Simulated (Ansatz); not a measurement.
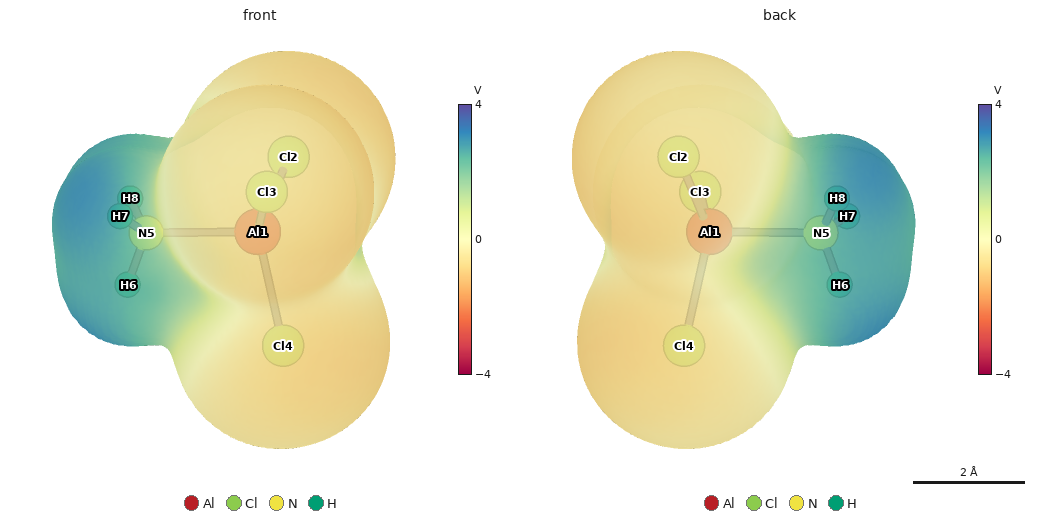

Figure 1: AlCl3H3N. The molecular electrostatic potential painted on the density surface at 0.002 e/bohr³, seen from the front and from behind; red is negative and blue positive.

Method: RKS B3LYP-D4/cc-pVDZ (Ansatz 0.2.0).

```xyz
8

Al    0.0044   -0.1282    0.3059
Cl   -0.1760    0.8202    2.2226
Cl    1.8872    0.0893   -0.7004
Cl   -1.7502   -0.1416   -0.9294
N     0.0934   -2.0885    0.8635
H    -0.6879   -2.6224    0.4700
H     0.9627   -2.5270    0.5435
H     0.0537   -2.1842    1.8832
```

Q: Describe the electrostatic potential map.

A: The most negative region (about −0.9 V, or −21 kcal/mol for a unit charge) lies over Cl2, Cl3 and Cl4, the most positive (about +3.0 V, or +69 kcal/mol for a unit charge) over H6, H7 and H8.
